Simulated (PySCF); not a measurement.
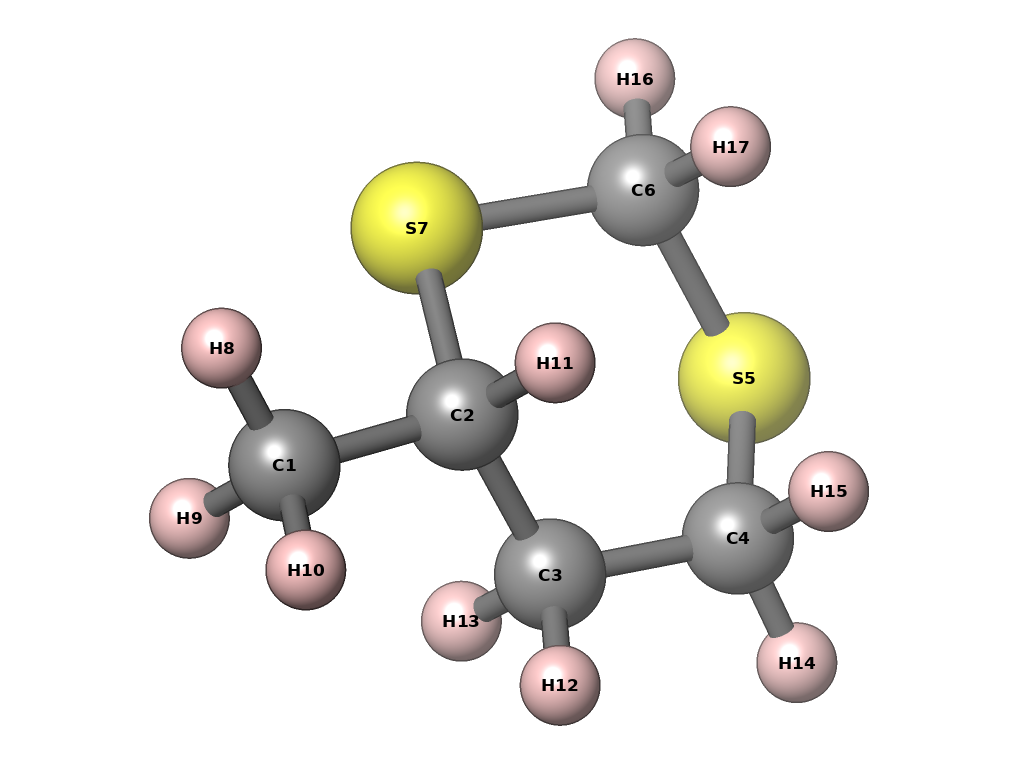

Distant atoms are faded towards the background colour. Computed geometry: PBE0-D3(BJ)/def2-SVP optimisation. No frequency run is at hand to confirm it as a minimum.

> Which atoms or bonds are stereogenic?

Centres: C2.

> Give the R/S and E/Z labels.

C2: S (priorities S7 > C3 > C1 > H11).

> Write the isomeric SMILES.

C[C@H]1CCSCS1
